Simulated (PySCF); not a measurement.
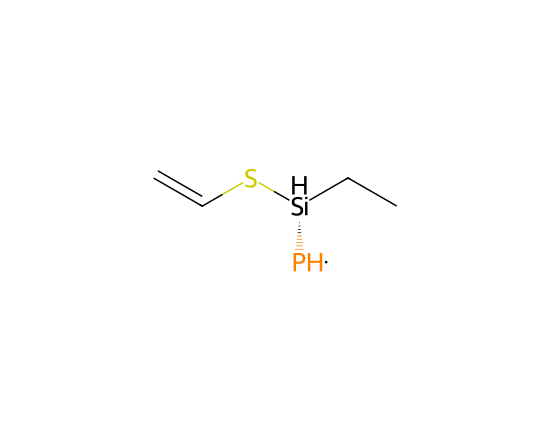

Charge 0, doublet. The computed structure is the end point of a GFN2-xTB optimisation. No frequency run is at hand to confirm it as a minimum. Level of theory: UKS B3LYP, pcH-1 on C H P S Si, non-relativistic (PySCF 2.14.0).

Computed properties:

The species is C₄H₁₀PSSi (`C=CS[Si@@H]([PH])CC`).
- ⟨S²⟩ of the determinant: 0.754
- isotropic g value: 2.01178

The geometry is semi-empirical. Around P, Si such bond lengths and angles can be off by a tenth of an ångström or more and by several degrees, and values that hang on the shape move with them.
